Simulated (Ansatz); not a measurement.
CH3Cl3HfS

Input

```
crystal:
  periodic: [false, false, false]
  atoms:
    - {symbol: C, position_ang: [-0.044410, -1.342095, 0.817494]}
    - {symbol: S, position_ang: [1.369106, -0.815092, -0.216170]}
    - {symbol: Hf, position_ang: [0.191121, 1.177339, -0.795162]}
    - {symbol: Cl, position_ang: [-1.808390, 0.592807, -1.850436]}
    - {symbol: Cl, position_ang: [1.570672, 2.386568, -2.215288]}
    - {symbol: Cl, position_ang: [-0.272359, 2.374267, 1.155712]}
    - {symbol: H, position_ang: [0.299101, -1.454136, 1.844276]}
    - {symbol: H, position_ang: [-0.881918, -0.632221, 0.826793]}
    - {symbol: H, position_ang: [-0.422922, -2.287436, 0.432781]}
basis:
  gaussian: {orbitals: def2-TZVPP}
hamiltonian: {xc: pbe0, dispersion: d4}
output: {orbitals: {seedname: orbitals}}
```

Command:

```sh
ansatz run in.yaml --threads 4 --pin off --events-out ev --progress --plain --max-ram 11315MiB
```

Geometry: PBE0-D4/def2-TZVP; core potentials replace the inner electrons of Hf.

All numbers below come from Ansatz 0.2.0, RKS PBE0-D4/def2-TZVPP.

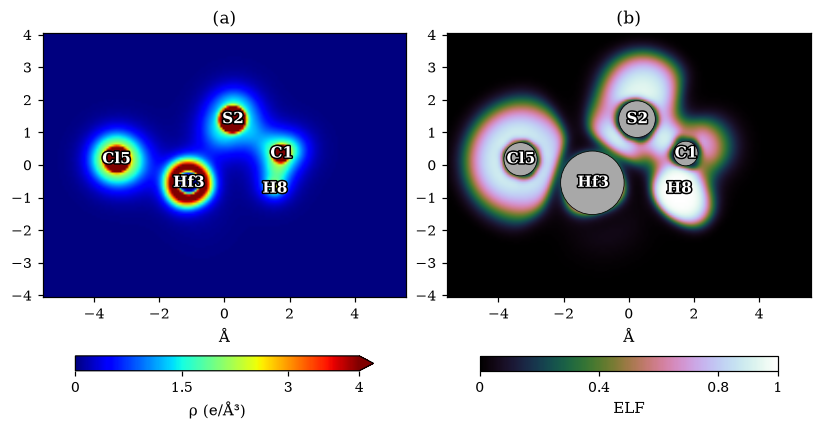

Figure 1. (a) electron density; (b) ELF on the plane of atoms S2, Hf3 and Cl5. Grey discs cover the atomic cores in the ELF map.

Question: Read the bonding off the picture.

Answer: The plane passes through C, S, Hf, Cl and H nuclei.
C–S (1.83 Å): ρ at the midpoint is about 1.2 e/Å³; the ELF peaks at about 0.90 between the atoms: a shared electron pair.
Hf–Cl (2.32 Å): ρ at the midpoint is about 0.64 e/Å³; the ELF peaks at about 0.85 in the valence shell of Cl, 0.8 Å from its nucleus, and is about 0.40 at the midpoint.
Hf–S (2.39 Å): the density is about 0.65 e/Å³ at the midpoint; the ELF peaks at about 0.85 in the valence shell of S, 0.9 Å from its nucleus, and is about 0.55 at the midpoint.
C–Hf (3.00 Å): the density is about 0.19 e/Å³ at the midpoint; the ELF is about 0.15 at the midpoint.
C–H (1.10 Å): the density is about 2 e/Å³ at the midpoint; the ELF climbs to about 1 towards the hydrogen, as it does in any bond to H (an ordinary covalent bond to hydrogen).

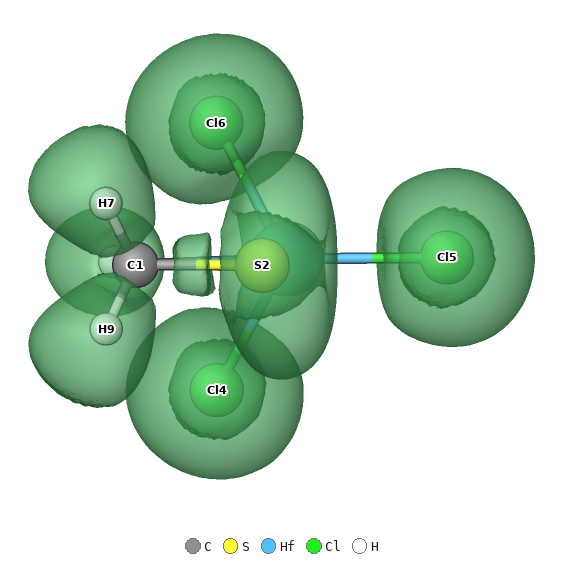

Figure 2. Isosurface of the electron localisation function at 0.75 (green), seen at an oblique angle. Only the valence region is drawn (cores and ρ < 0.01 e/Å³ removed).

Question: Where are the electrons localised?

Answer: The ELF exceeds this value in one region between bonded C–S atoms (shared pairs), three regions around hydrogen nuclei, three regions wrapped around Cl (the valence shell of each) and one region wrapped around S (its valence shell).

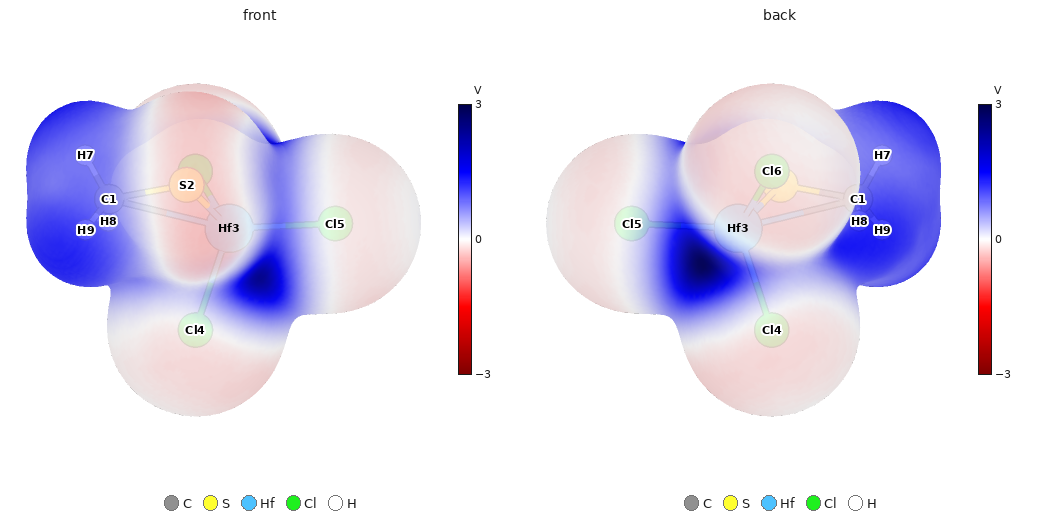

Figure 3. The electrostatic potential painted on the density surface at 0.002 e/bohr³, seen from the front and from behind; the colour scale runs from red (negative) to blue (positive).

Question: Where is the surface potential most negative and most positive?

Answer: The most negative region (about −0.4 V, or −9 kcal/mol for a unit charge) lies over S2, the most positive (about +2.4 V, or +55 kcal/mol for a unit charge) over Hf3.
